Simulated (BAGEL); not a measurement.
**C3H4FN (SMILES FCC1=NC1) at 4 levels**

We compute a comparison of 4 runs (B3LYP/6-31G*, B3LYP/def2-SVP, PBE0/def2-SVP, RI-MP2/def2-SVP) of C3H4FN. 

The results are computed with BAGEL 1.2.2.

**1. Starting point**

C3H4FN: 9 atoms, total charge 0, spin state singlet. SMILES: `FCC1=NC1`. The coordinates come from a GFN2-xTB relaxation. This is one conformer, not always the lowest.

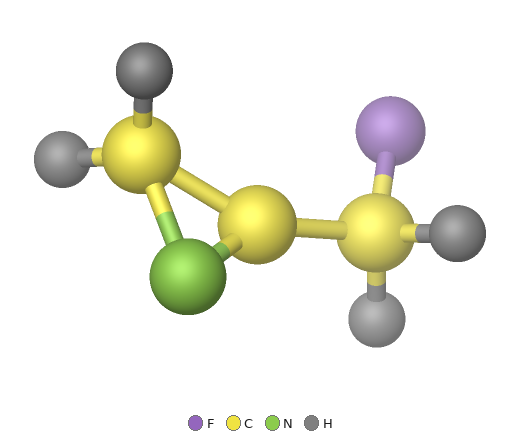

The structure, seen from a chosen angle (fluorine purple, carbon yellow, nitrogen green, hydrogen grey).

**2. A single-point energy at B3LYP/6-31G(d) (density fitting with qzvpp-jkfit, spherical functions) (run 1)**

dft.json

```json
{ "bagel" : [

{
  "title" : "molecule",
  "basis" : "6-31gs.json",
  "df_basis" : "qzvpp-jkfit",
  "angstrom" : true,
  "geometry" : [
    { "atom" : "F", "xyz" : [      -0.963540,       1.474060,       0.993130 ] },
    { "atom" : "C", "xyz" : [       0.209450,       0.765350,       1.040900 ] },
    { "atom" : "C", "xyz" : [       0.289370,      -0.217830,      -0.033970 ] },
    { "atom" : "N", "xyz" : [       0.980520,      -1.124020,      -0.560580 ] },
    { "atom" : "C", "xyz" : [      -0.340730,      -0.817050,      -1.199140 ] },
    { "atom" : "H", "xyz" : [       0.252880,       0.268850,       2.019390 ] },
    { "atom" : "H", "xyz" : [       1.031870,       1.488400,       0.959640 ] },
    { "atom" : "H", "xyz" : [      -1.134750,      -1.540460,      -1.071730 ] },
    { "atom" : "H", "xyz" : [      -0.325060,      -0.297290,      -2.147660 ] }
  ]
},

{
  "title" : "ks",
  "xc_func" : "b3lyp"
},

{
  "title" : "print",
  "file" : "orbitals.molden",
  "orbitals" : true
}

]}
```

The basis set 6-31G* is read from a file made from the Basis Set Exchange's data (not shown).

Run with:

```bash
$ BAGEL_NUM_THREADS=1 BAGEL dft.json > dft.out
```

The log of the run:

```text
* using 1 threads per process

  ===============================================================
  ===============================================================

  *** Geometry ***

  { "atom" : "F", "xyz" : [     -1.820827,      2.785570,      1.876744 ] },
  { "atom" : "C", "xyz" : [      0.395803,      1.446302,      1.967016 ] },
  { "atom" : "C", "xyz" : [      0.546830,     -0.411639,     -0.064194 ] },
  { "atom" : "N", "xyz" : [      1.852914,     -2.124090,     -1.059343 ] },
  { "atom" : "C", "xyz" : [     -0.643886,     -1.544001,     -2.266046 ] },
  { "atom" : "H", "xyz" : [      0.477874,      0.508053,      3.816094 ] },
  { "atom" : "H", "xyz" : [      1.949952,      2.812668,      1.813457 ] },
  { "atom" : "H", "xyz" : [     -2.144367,     -2.911048,     -2.025276 ] },
  { "atom" : "H", "xyz" : [     -0.614274,     -0.561797,     -4.058489 ] },

  Number of auxiliary basis functions:      451

  Since a DF basis is specified, we compute 2- and 3-index integrals:
    o Being stored without compression. Storage requirement is 0.022 GB

  Number of basis functions:       78
  Number of electrons      :       38

    * METHOD: MOLECULE                             0.21

  *** Kohn-Sham DFT ***

    * Removing 17456 points whose weight is below 1.00e-10
    * Grid points: 116698

  === Nuclear Repulsion ===
   160.7469136772

       - DIIS with orbital gradients will be used.

  === KS iteration (b3lyp / 6-31gs.json) ===
      0       -237.93417159          0.15273817           0.35
      1       -216.11706235          0.18944422           0.35
      2       -233.39077129          0.19631354           0.41
      3       -260.03526280          0.14255568           0.34
      4       -270.32194334          0.04630448           0.34
      5       -270.70335447          0.03522363           0.34
      6       -271.17396219          0.01089639           0.34
      7       -271.20880650          0.00492697           0.34
      8       -271.21686931          0.00167711           0.34
      9       -271.21805716          0.00031906           0.34
     10       -271.21809462          0.00005477           0.34
     11       -271.21809601          0.00001012           0.34
     12       -271.21809604          0.00000554           0.35
     13       -271.21809606          0.00000161           0.34
     14       -271.21809606          0.00000061           0.34
     15       -271.21809606          0.00000019           0.35
     16       -271.21809606          0.00000005           0.34
     17       -271.21809606          0.00000002           0.34
     18       -271.21809606          0.00000001           0.34
    * SCF iteration converged.

    * Permanent dipole moment:
           (    0.078636,    -0.347748,    -0.335009) a.u.

    * METHOD: KS                                   7.26

    * METHOD: PRINT                                0.01

  ===============================================================
```

Wall time 7.8 s (1 thread of Intel Xeon at 2.60GHz (Ice Lake), shared host); peak memory 0.42 GiB.

**3. A single-point energy at B3LYP/def2-SVP (density fitting with qzvpp-jkfit) (run 2)**

input.json

```json
{ "bagel" : [

{
  "title" : "molecule",
  "basis" : "svp",
  "df_basis" : "qzvpp-jkfit",
  "angstrom" : "true",
  "geometry" : [
    { "atom" : "F", "xyz" : [   -0.963540,    1.474060,    0.993130 ] },
    { "atom" : "C", "xyz" : [    0.209450,    0.765350,    1.040900 ] },
    { "atom" : "C", "xyz" : [    0.289370,   -0.217830,   -0.033970 ] },
    { "atom" : "N", "xyz" : [    0.980520,   -1.124020,   -0.560580 ] },
    { "atom" : "C", "xyz" : [   -0.340730,   -0.817050,   -1.199140 ] },
    { "atom" : "H", "xyz" : [    0.252880,    0.268850,    2.019390 ] },
    { "atom" : "H", "xyz" : [    1.031870,    1.488400,    0.959640 ] },
    { "atom" : "H", "xyz" : [   -1.134750,   -1.540460,   -1.071730 ] },
    { "atom" : "H", "xyz" : [   -0.325060,   -0.297290,   -2.147660 ] }
  ]
},
{ "title" : "ks", "xc_func" : "b3lyp" },
{ "title" : "print", "file" : "orbitals.molden", "orbitals" : "true" }

]}
```

Run with:

```bash
$ BAGEL_NUM_THREADS=1 BAGEL input.json > input.out
```

The log of the run:

```text
* using 1 threads per process

  ===============================================================
  ===============================================================

  *** Geometry ***

  { "atom" : "F", "xyz" : [     -1.820827,      2.785570,      1.876744 ] },
  { "atom" : "C", "xyz" : [      0.395803,      1.446302,      1.967016 ] },
  { "atom" : "C", "xyz" : [      0.546830,     -0.411639,     -0.064194 ] },
  { "atom" : "N", "xyz" : [      1.852914,     -2.124090,     -1.059343 ] },
  { "atom" : "C", "xyz" : [     -0.643886,     -1.544001,     -2.266046 ] },
  { "atom" : "H", "xyz" : [      0.477874,      0.508053,      3.816094 ] },
  { "atom" : "H", "xyz" : [      1.949952,      2.812668,      1.813457 ] },
  { "atom" : "H", "xyz" : [     -2.144367,     -2.911048,     -2.025276 ] },
  { "atom" : "H", "xyz" : [     -0.614274,     -0.561797,     -4.058489 ] },

  Number of auxiliary basis functions:      451

  Since a DF basis is specified, we compute 2- and 3-index integrals:
    o Being stored without compression. Storage requirement is 0.029 GB

  Number of basis functions:       90
  Number of electrons      :       38

    * METHOD: MOLECULE                             0.29

  *** Kohn-Sham DFT ***

    * Removing 17456 points whose weight is below 1.00e-10
    * Grid points: 116698

  === Nuclear Repulsion ===
   160.7469136772

       - DIIS with orbital gradients will be used.

  === KS iteration (b3lyp / svp) ===
      0       -237.62556840          0.13782173           0.40
      1       -216.55051637          0.17467161           0.45
      2       -242.17070644          0.15312706           0.38
      3       -268.91379705          0.06035004           0.40
      4       -269.44912355          0.05429465           0.43
      5       -270.82732431          0.01902752           0.39
      6       -270.98353894          0.00887031           0.38
      7       -271.01857786          0.00275365           0.40
      8       -271.02213354          0.00063505           0.39
      9       -271.02233166          0.00010530           0.39
     10       -271.02233619          0.00003009           0.38
     11       -271.02233649          0.00002178           0.38
     12       -271.02233673          0.00000257           0.39
     13       -271.02233673          0.00000267           0.38
     14       -271.02233674          0.00000025           0.39
     15       -271.02233674          0.00000014           0.38
     16       -271.02233674          0.00000005           0.38
     17       -271.02233674          0.00000002           0.39
     18       -271.02233674          0.00000001           0.37
     19       -271.02233674          0.00000001           0.38
    * SCF iteration converged.

    * Permanent dipole moment:
           (    0.027975,    -0.319020,    -0.339459) a.u.

    * METHOD: KS                                   8.56

    * METHOD: PRINT                                0.02

  ===============================================================
```

Wall time 9.3 s (1 thread of Intel Xeon at 2.60GHz (Ice Lake), shared host); peak memory 0.47 GiB.

Run 3 isn't shown in full; the table further down has it.

**4. The energy at RI-MP2/def2-SVP (density fitting with qzvpp-jkfit) (run 4)**

input.json

```json
{ "bagel": [

{
  "title": "molecule",
  "basis": "svp",
  "df_basis": "qzvpp-jkfit",
  "angstrom": true,
  "geometry": [
    { "atom": "F", "xyz": [      -0.963540,       1.474060,       0.993130 ] },
    { "atom": "C", "xyz": [       0.209450,       0.765350,       1.040900 ] },
    { "atom": "C", "xyz": [       0.289370,      -0.217830,      -0.033970 ] },
    { "atom": "N", "xyz": [       0.980520,      -1.124020,      -0.560580 ] },
    { "atom": "C", "xyz": [      -0.340730,      -0.817050,      -1.199140 ] },
    { "atom": "H", "xyz": [       0.252880,       0.268850,       2.019390 ] },
    { "atom": "H", "xyz": [       1.031870,       1.488400,       0.959640 ] },
    { "atom": "H", "xyz": [      -1.134750,      -1.540460,      -1.071730 ] },
    { "atom": "H", "xyz": [      -0.325060,      -0.297290,      -2.147660 ] }
  ]
},

{
  "title": "hf"
},

{
  "title": "mp2",
  "ncore": 5
}

]}
```

Run with:

```bash
$ BAGEL_NUM_THREADS=1 BAGEL input.json > input.out
```

The log of the run:

```text
* using 1 threads per process

  ===============================================================
  ===============================================================

  *** Geometry ***

  { "atom" : "F", "xyz" : [     -1.820827,      2.785570,      1.876744 ] },
  { "atom" : "C", "xyz" : [      0.395803,      1.446302,      1.967016 ] },
  { "atom" : "C", "xyz" : [      0.546830,     -0.411639,     -0.064194 ] },
  { "atom" : "N", "xyz" : [      1.852914,     -2.124090,     -1.059343 ] },
  { "atom" : "C", "xyz" : [     -0.643886,     -1.544001,     -2.266046 ] },
  { "atom" : "H", "xyz" : [      0.477874,      0.508053,      3.816094 ] },
  { "atom" : "H", "xyz" : [      1.949952,      2.812668,      1.813457 ] },
  { "atom" : "H", "xyz" : [     -2.144367,     -2.911048,     -2.025276 ] },
  { "atom" : "H", "xyz" : [     -0.614274,     -0.561797,     -4.058489 ] },

  Number of auxiliary basis functions:      451

  Since a DF basis is specified, we compute 2- and 3-index integrals:
    o Being stored without compression. Storage requirement is 0.029 GB

  Number of basis functions:       90
  Number of electrons      :       38

    * METHOD: MOLECULE                             0.21

  *** RHF ***

  === Nuclear Repulsion ===
   160.7469136772

      * DIIS with orbital gradients will be used.

  === RHF iteration (svp) ===
      0       -269.34115001          0.01537145           0.05
      1       -269.46029551          0.01059654           0.05
      2       -269.51402981          0.00180549           0.05
      3       -269.51655470          0.00080546           0.05
      4       -269.51694395          0.00019355           0.05
      5       -269.51700734          0.00011569           0.05
      6       -269.51702696          0.00005523           0.05
      7       -269.51703403          0.00001601           0.05
      8       -269.51703446          0.00000624           0.05
      9       -269.51703449          0.00000356           0.05
     10       -269.51703450          0.00000110           0.05
     11       -269.51703450          0.00000035           0.05
     12       -269.51703450          0.00000013           0.05
     13       -269.51703450          0.00000005           0.05
     14       -269.51703450          0.00000002           0.05
     15       -269.51703450          0.00000001           0.05
    * SCF iteration converged.

    * Permanent dipole moment:
           (    0.040069,    -0.334861,    -0.347214) a.u.

    * METHOD: HF                                   0.98

  *** RHF ***

  === Nuclear Repulsion ===
   160.7469136772

      * DIIS with orbital gradients will be used.

  === RHF iteration (svp) ===
      0       -269.51703450          0.00000001           0.05
    * SCF iteration converged.

    * Permanent dipole moment:
           (    0.040069,    -0.334862,    -0.347214) a.u.

  === DF-MP2 calculation ===

    * freezing 5 orbitals
    * 3-index integral transformation done
    * assembly done

      MP2 correlation energy:   -0.7436968522      0.05

      MP2 total energy:       -270.2607313533

    * METHOD: MP2                                  0.17

  ===============================================================
```

Wall time 1.5 s (1 thread of Intel Xeon at 2.60GHz (Ice Lake), shared host); peak memory 0.12 GiB.

**5. The series**

```csv
run,level,frozen core orbitals,energy (Eh),dipole moment (D),HOMO energy (eV),LUMO energy (eV),wall time
1,"B3LYP/6-31G* (density fitting with qzvpp-jkfit, spherical functions)",–,-271.218096,1.24,-7.36,-0.46,7.8 s
2,B3LYP/def2-SVP (density fitting with qzvpp-jkfit),–,-271.022337,1.19,-7.55,-0.66,9.3 s
3,PBE0/def2-SVP (density fitting with qzvpp-jkfit),–,-270.728887,1.21,-7.84,-0.44,9 s
4,RI-MP2/def2-SVP (density fitting with qzvpp-jkfit),5,-270.260731,–,–,–,1.5 s
```

**6. Summary of results**

| quantity | value |
| --- | --- |
| run 4: total energy | -270.26073 Eh |
| run 4: correlation energy (5 core orbitals frozen) | -743.7 mEh |

**Reading.** Over runs 1, 2, 3 the dipole moment (its size) runs from 1.19 D (B3LYP/def2-SVP) to 1.24 D (B3LYP/6-31G*). Over runs 1, 2, 3 the HOMO–LUMO gap runs from 6.89 eV (B3LYP/def2-SVP) to 7.40 eV (PBE0/def2-SVP). Totals of different functionals can't be ranked against each other. All runs together took 28 s, the longest 9.3 s.
